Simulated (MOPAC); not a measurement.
# Run report: C4H3F3, frequency calculation (part 3 of 3)

C4H3F3; MNDO, closed shell (MOPAC 23.2.5). The geometry was optimised with MNDO.

Geometry of the input (Å):
```
C  0.8828  -0.3963  -1.6745
C  0.0160  -0.4649  -0.6269
F  -0.9361  -1.3958  -0.6292
C  0.0174  0.4314  0.5792
F  0.9841  1.3401  0.6154
C  -0.8948  0.3666  1.6116
F  -0.8441  1.1812  2.6468
H  0.8345  -1.0748  -2.5247
H  1.6829  0.3366  -1.7395
H  -1.7181  -0.3573  1.6479
```

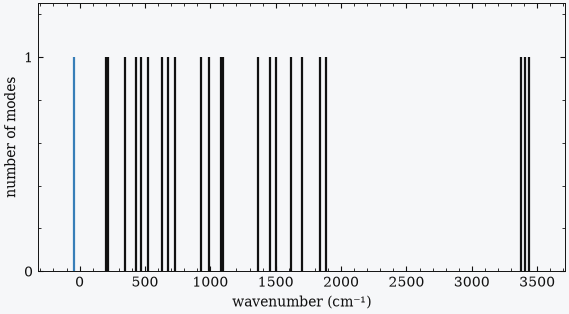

Fig. 1: Harmonic vibrational wavenumbers from the force constants; neighbouring modes closer than 16 cm⁻¹ are counted in one stick, and imaginary ones are drawn at negative wavenumbers. 24 modes from 41i to 3438 cm⁻¹, 1 imaginary beyond 8i (41i cm⁻¹): not a clean minimum; so soft a mode can be a shallow saddle, an incomplete relaxation or noise of the force constants.

## Summary

```csv
quantity,value
outcome,converged
heat of formation,−108.49 kcal/mol
basis functions,31
zero-point energy,0.068178 hartree
"wavenumbers, lowest and highest",41i and 3438 cm⁻¹
peak memory,0.071 GiB
```

## Notes

MOPAC's energies along a path are heats of formation.
